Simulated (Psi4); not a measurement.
# [SiCl3]+ (SMILES Cl[Si+](Cl)Cl) at r2SCAN/aug-cc-pVDZ

What is the energy change on altering one bond length of [SiCl3]+ at r2SCAN/aug-cc-pVDZ? 

Program for the calculation: Psi4 1.11.

## Step 1: The molecule

[SiCl3]+: 4 atoms, total charge +1, spin state singlet. As SMILES, `Cl[Si+](Cl)Cl`. Geometry: relaxed at PBE0-D4/def2-TZVP.

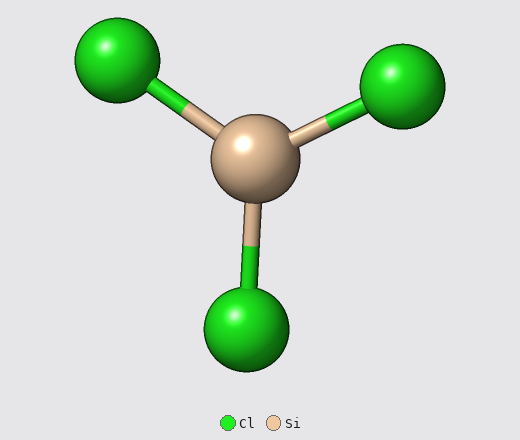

The structure, seen from a chosen angle (chlorine green, silicon light orange).

## Step 2: The energy at r2SCAN/aug-cc-pVDZ

The input, job.py:

```python
import psi4

psi4.set_memory('2200 MB')
psi4.set_num_threads(1)
psi4.set_output_file('run.log', False)

mol = psi4.geometry("""
1 1
Cl    -1.556000    -0.622300     0.990900
Si     0.000000    -0.000100    -0.000100
Cl     1.772000    -0.669600     0.449500
Cl    -0.216000     1.292000    -1.440300
units angstrom
symmetry c1
""")

psi4.set_options({
    'puream': True,
    'e_convergence': 1e-09,
    'd_convergence': 1e-08,
    'scf_type': 'pk',
    'dft_radial_points': 99,
    'dft_spherical_points': 590,
})

e, wfn = psi4.energy('r2scan/aug-cc-pVDZ', molecule=mol, return_wfn=True)
psi4.oeprop(wfn, 'WIBERG_LOWDIN_INDICES', 'MULLIKEN_CHARGES', 'DIPOLE', title='R2SCAN')
print(f'total energy {e:.8f} hartree = {e * 27.211386:.5f} eV')
```

Command:

```
$ python job.py
```

run.log:

```text
[...]
  Running in c1 symmetry.
[...]
  Nuclear repulsion =  330.127150927455659
[...]
  Multiplicity = 1
[...]
  Nalpha       = 32
  Nbeta        = 32
[...]
    Number of basis functions: 108
[...]
   @RKS iter   1: -1669.77550372103929    5.74668e-01   2.15058e-03 ADIIS/DIIS
[...]
   @RKS iter   9: -1669.80123356067133   -1.36424e-12   4.80040e-09 DIIS
[...]
    Orbital Energies [Eh]
    ---------------------
    Doubly Occupied:
       1A   -101.467400     2A   -101.467399     3A   -101.467394
       4A    -66.230468     5A     -9.631151     6A     -9.631138
       7A     -9.631134     8A     -7.374670     9A     -7.374669
      10A     -7.374664    11A     -7.368048    12A     -7.368047
      13A     -7.368042    14A     -7.366162    15A     -7.366160
      16A     -7.366156    17A     -5.584765    18A     -3.930154
      19A     -3.925691    20A     -3.925691    21A     -1.084274
      22A     -1.045690    23A     -1.045687    24A     -0.739248
      25A     -0.649296    26A     -0.649293    27A     -0.599844
      28A     -0.563588    29A     -0.563588    30A     -0.554875
      31A     -0.554873    32A     -0.529850
[...]
  @RKS Final Energy: -1669.80123356067133
   => Energetics <=
    Nuclear Repulsion Energy =            330.1271509274556593
    One-Electron Energy =               -2949.5122867632226189
    Two-Electron Energy =                1054.9508969292360234
    DFT Exchange-Correlation Energy =    -105.3669946541404698
    Empirical Dispersion Energy =           0.0000000000000000
    VV10 Nonlocal Energy =                  0.0000000000000000
    Total Energy =                      -1669.8012335606713350
[...]
 Multipole Moments:
 ------------------------------------------------------------------------------------
     Multipole            Electronic (a.u.)      Nuclear  (a.u.)        Total (a.u.)
 ------------------------------------------------------------------------------------
 L = 1.  Multiply by 2.5417464519 to convert [e a0] to [Debye]
 Dipole X            :          0.0000196            0.0000000            0.0000196
 Dipole Y            :         -0.0000555           -0.0000794           -0.0001349
 Dipole Z            :         -0.0000817           -0.0000794           -0.0001611
 Magnitude           :                                                    0.0002110
[...]
  Mulliken Charges: (a.u.)
   Center  Symbol    Alpha    Beta     Spin     Total
       1    CL     8.53001  8.53001  0.00000 -0.06002
       2    SI     6.40998  6.40998  0.00000  1.18003
       3    CL     8.53001  8.53001  0.00000 -0.06001
       4    CL     8.53000  8.53000  0.00000 -0.06000
   Total alpha = 32.00000, Total beta = 32.00000, Total charge =  1.00000
  Wiberg Bond Indices using Orthogonal Lowdin Orbitals:
[...]
```

Standard output:

```text
total energy -1669.80123356 hartree = -45437.60591 eV
```

Run time: 27 s. Hardware: 1 thread of Intel Xeon 6975P-C (Granite Rapids), shared host; peak memory 1.1 GiB.

## Step 3: The distorted shape, same level

The input, calc.dat:

```
memory 2200 mb

molecule {
  1 1
  Cl    -1.523602    -0.816105     1.206918
  Si     0.032398    -0.193905     0.215918
  Cl     1.804398    -0.863405     0.665518
  Cl    -0.216000     1.292000    -1.440300
  units angstrom
  symmetry c1
}

set basis aug-cc-pVDZ
set puream true
set e_convergence 1e-09
set d_convergence 1e-08
set scf_type pk
set dft_radial_points 99
set dft_spherical_points 590

E, wfn = energy('r2scan', return_wfn=True)
oeprop(wfn, 'WIBERG_LOWDIN_INDICES', 'DIPOLE', 'QUADRUPOLE', title='R2SCAN')
```

Command:

```
$ psi4 -n 1 calc.dat calc.out
```

calc.out:

```text
[...]
  Running in c1 symmetry.
[...]
  Nuclear repulsion =  315.293458268249140
[...]
  Multiplicity = 1
[...]
  Nalpha       = 32
  Nbeta        = 32
[...]
    Number of basis functions: 108
[...]
   @RKS iter   1: -1669.75341635910945    3.93642e-01   2.13077e-03 ADIIS/DIIS
[...]
   @RKS iter  11: -1669.78110870709907   -3.41061e-12   1.68318e-09 DIIS
[...]
    Orbital Energies [Eh]
    ---------------------
    Doubly Occupied:
       1A   -101.479511     2A   -101.479509     3A   -101.448850
       4A    -66.247389     5A     -9.642919     6A     -9.642911
       7A     -9.606980     8A     -7.386597     9A     -7.386594
      10A     -7.379776    11A     -7.379773    12A     -7.377922
      13A     -7.377919    14A     -7.352672    15A     -7.343374
      16A     -7.341862    17A     -5.597096    18A     -3.942882
      19A     -3.938362    20A     -3.937810    21A     -1.083453
      22A     -1.055564    23A     -0.998108    24A     -0.741628
      25A     -0.654500    26A     -0.626840    27A     -0.597933
      28A     -0.566369    29A     -0.563825    30A     -0.554304
      31A     -0.521147    32A     -0.511970
[...]
  @RKS Final Energy: -1669.78110870709907
   => Energetics <=
    Nuclear Repulsion Energy =            315.2934582682491396
    One-Electron Energy =               -2919.9317768648493256
    Two-Electron Energy =                1040.1267409227673397
    DFT Exchange-Correlation Energy =    -105.2695310332661620
    Empirical Dispersion Energy =           0.0000000000000000
    VV10 Nonlocal Energy =                  0.0000000000000000
    Total Energy =                      -1669.7811087070990652
[...]
 Multipole Moments:
 ------------------------------------------------------------------------------------
     Multipole            Electronic (a.u.)      Nuclear  (a.u.)        Total (a.u.)
 ------------------------------------------------------------------------------------
 L = 1.  Multiply by 2.5417464519 to convert [e a0] to [Debye]
 Dipole X            :          0.0489400            0.0064300            0.0553701
 Dipole Y            :         -0.2927203           -0.0385438           -0.3312642
 Dipole Z            :          0.3261790            0.0427937            0.3689727
 Magnitude           :                                                    0.4989415
 L = 2.  Multiply by 1.3450342976 to convert [e a0^2] to [Debye ang]
 Quadrupole XX       :       -369.2589083          341.3341609          -27.9247474
 Quadrupole XY       :         35.1390782          -35.5543758           -0.4152976
[...]
```

Run time: 29 s. Hardware: 1 thread of Intel Xeon 6975P-C (Granite Rapids), shared host; peak memory 1.1 GiB.

## Step 4: Summary of results

Level: r2SCAN/aug-cc-pVDZ.

| quantity | value |
| --- | --- |
| first shape: total energy | -1669.80123 Eh |
| first shape: HOMO energy | -14.42 eV |
| first shape: LUMO energy | -9.00 eV |
| first shape: HOMO–LUMO gap | 5.42 eV |
| distorted shape: total energy | -1669.78111 Eh |
| distorted shape: HOMO energy | -13.93 eV |
| distorted shape: LUMO energy | -9.58 eV |
| distorted shape: HOMO–LUMO gap | 4.35 eV |
| energy change with the Si2–Cl4 bond stretched from 1.947 to 2.239 Å | 0.548 eV |

What this shows: With the Si2–Cl4 bond stretched from 1.947 to 2.239 Å the energy rises by 0.55 eV (12.6 kcal/mol). The first shape isn't relaxed at this level, so the change isn't measured from a minimum. Mulliken charges (first shape) run from -0.06 on Cl1 to +1.18 on Si2; in a basis this large or diffuse they mean little.
